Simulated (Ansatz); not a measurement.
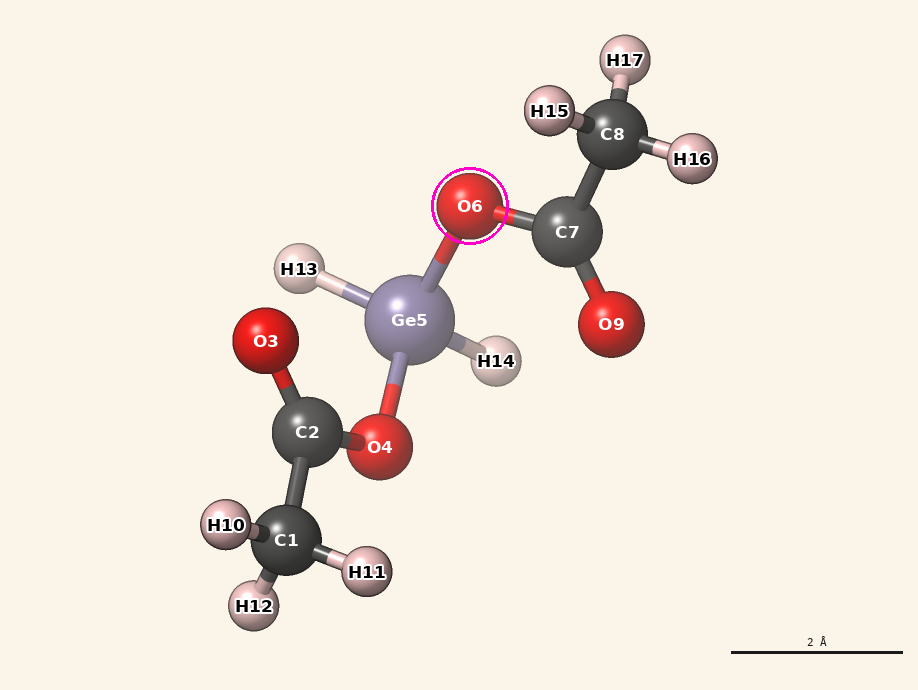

Orthographic view. Distant atoms are faded towards the background colour. Computed geometry: PBE0-D4/def2-TZVP optimisation. No frequency run is at hand to confirm it as a minimum.

Q: Which atoms are bonded to the circled atom?

A: The circled atom is O6; it is bonded to Ge5, C7.

Q: Which atom is farthest from the viewer?

A: H14, 2.8 Å behind the mean position.

Q: Which two atoms are farthest apart in space?

A: H12 and H17, 7.74 Å.

Q: What is the shortest path along bonds from the circled atom to H10?

A: O6–Ge5–O4–C2–C1–H10, 5 bonds; through space the two are 5.35 Å apart.
